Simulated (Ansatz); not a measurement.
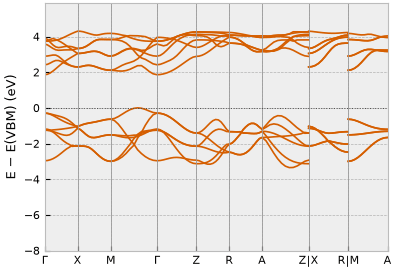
Figure. Band structure from r²SCAN in the plane-wave PAW code Ansatz

Problem. Read off the gap and where the band edges lie.

Solution. About 1.9 eV (1.86 eV by a search for the band edges); maximum on the M–Γ line, 58 % of the way from M, minimum at Γ.

Problem. Pick the material that matches.
A) LaN, P4/nmm (La on 2c, N on 2a)
B) Ge, P4_32_12 (Ge on 4a, Ge on 8b)
C) BaCuTeF, P4/nmm (Ba on 2c, Cu on 2a, Te on 2c, F on 2b)
D) BaCdAsF, P4/nmm (Ba on 2c, Cd on 2b, As on 2c, F on 2a)

Solution. A, LaN, P4/nmm (La on 2c, N on 2a)

The first step of the workflow began from a Materials Project structure, measured or hypothetical; the Crystallography Open Database copy checked does not list it. COD files the formula under space group No. 225. Whether it is the stable phase at ambient conditions was not checked. Symmetry was held in the r²SCAN relaxation. At this level the phase is mechanically unstable. Scalar-relativistic: spin–orbit coupling is off unless named, which matters more the heavier the elements.

Potentials: the later of the program's two PAW sets.
